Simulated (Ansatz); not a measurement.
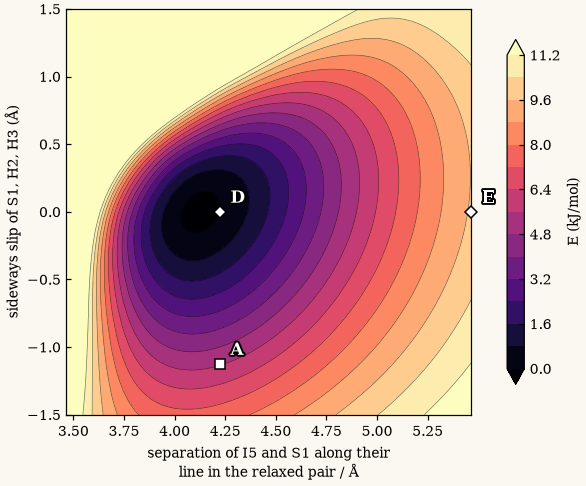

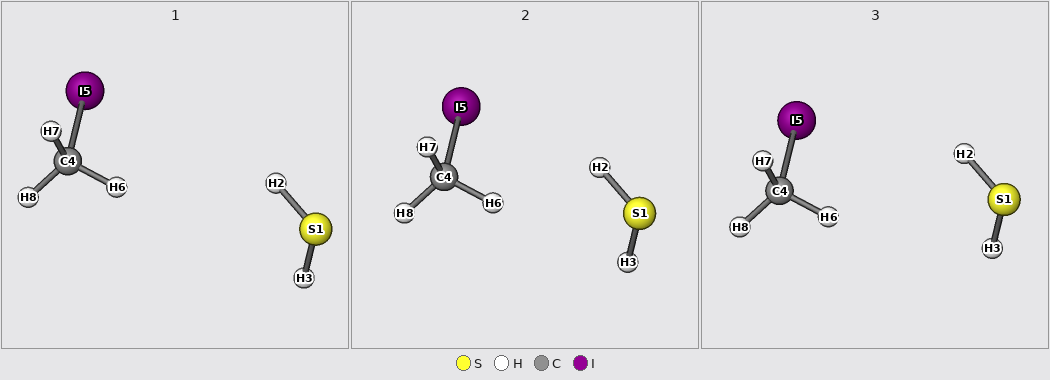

The pair H₂S···CH₃I. 
- The first coordinate is: separation of I5 and S1 along their line in the relaxed pair; the second: sideways slip of S1, H2, H3.
- Nothing is relaxed (both partners rigid).
- The scan uses a 9 × 9 grid.
- Points are written as (first, second).
- All energies are given in kJ/mol relative to the lowest grid point.
- These are results of RKS PBE-D4/def2-SVPD (Ansatz), not measurements.

In the figure: filled contours, one colour for all values above the top of the scale, lettered points. Between grid points the surface is interpolated. The numbered pictures are the structures at these points, in random order.

**Which structure belongs to which point?**

A is structure 3: (4.223 Å, −1.125 Å), 5.5 kJ/mol; D is structure 2: (4.223 Å, 0.000 Å), 0.0 kJ/mol; E is structure 1: (5.465 Å, 0.000 Å), 9.7 kJ/mol.
